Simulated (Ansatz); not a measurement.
**CH$_{3}$AlF (charge +1): density, localisation and related maps**

The calculation's input:

```
crystal:
  periodic: [false, false, false]
  atoms:
    - symbol: C
      position_ang: [0.751505, 0.470618, 0.398838]
    - symbol: Al
      position_ang: [-1.993643, -1.011861, -1.078813]
    - symbol: F
      position_ang: [-0.413323, -0.157502, -0.228884]
    - symbol: H
      position_ang: [0.371266, 1.367616, 0.897715]
    - symbol: H
      position_ang: [1.442439, 0.697294, -0.419265]
    - symbol: H
      position_ang: [1.147196, -0.272124, 1.098719]
basis:
  gaussian:
    orbitals: def2-TZVPD
hamiltonian:
  xc: {name: PBE0}
total_charge: 1
output: {forces: true, orbitals: {seedname: orbitals}}
```

Launched as:

```sh
ansatz run input.yaml --threads 1 --pin off --max-ram 2610MiB --events-out events.jsonl --progress --plain --runs-dir runs
```

Geometry: PBE0-D3(BJ)/def2-SVP.

Method: isolated molecule in a Gaussian basis; Kohn-Sham density functional theory, functional PBE0 (Ansatz 0.2.0).

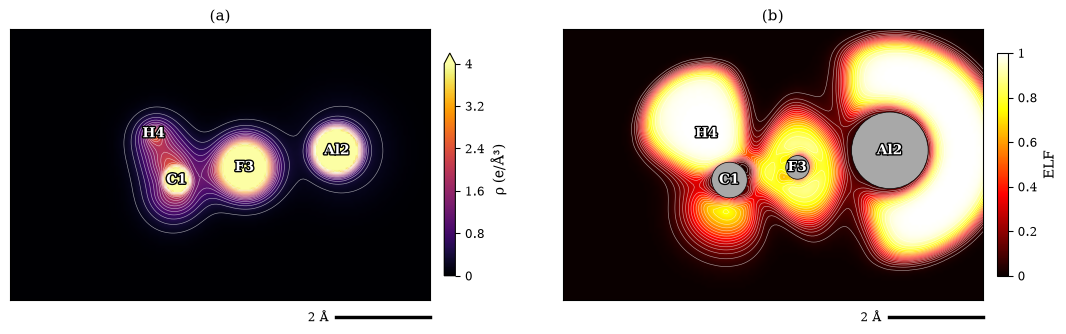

Figure 1. (a) total electron density; (b) ELF on the plane of atoms F3, C1 and H4. Grey discs cover the atomic cores in the ELF map.

Q: Interpret the plot.

A:
- The plane passes through C, Al, F and H nuclei.
- C–F (1.46 Å): ρ is about 1.6 e/Å³ halfway, with its minimum of 1.2 e/Å³ about 0.5 Å from C; the ELF peaks at about 0.85 between the atoms: a polar covalent bond.
- Al–F (1.99 Å): ρ is about 0.35 e/Å³ halfway; the ELF peaks at about 0.80 in the valence shell of F, 0.5 Å from its nucleus, and is about 0.20 at the midpoint.
- C–H (1.09 Å): the density is about 2.1 e/Å³ at the midpoint; the ELF climbs to about 1 towards the hydrogen, as it does in any bond to H: a covalent bond by its length.
- The ELF also peaks beside F3, away from the bonds: lone-pair regions.

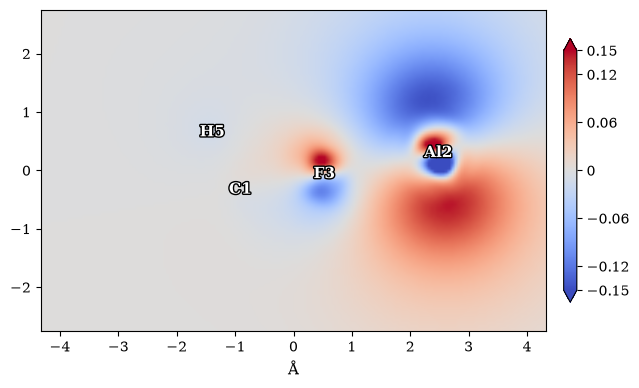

Figure 2. The LUMO on the plane of atoms F3, C1 and H5 (values in Å⁻³ᐟ²; the overall sign is arbitrary).

Q: Where does this orbital lie, and at what energy?

A: Its weight (Hirshfeld) is mainly on Al2 (about 95 %). It is one of a degenerate set, so its orientation is arbitrary. Its energy is −6.78 eV.

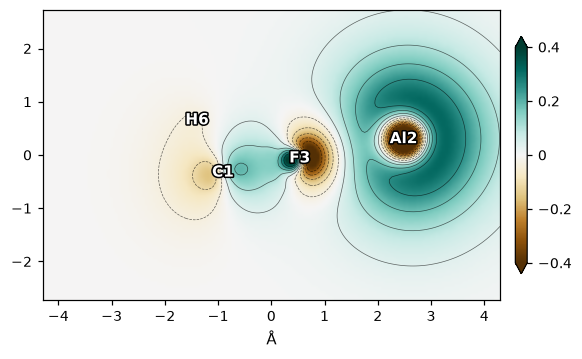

Figure 3. One frontier orbital on the plane of atoms F3, C1 and H6 (values in Å⁻³ᐟ²; the overall sign is arbitrary).

Q: Which orbital is it: HOMO or LUMO?

A: The HOMO, at −13.42 eV. Its weight (Hirshfeld) is mainly on Al2 (about 95 %).
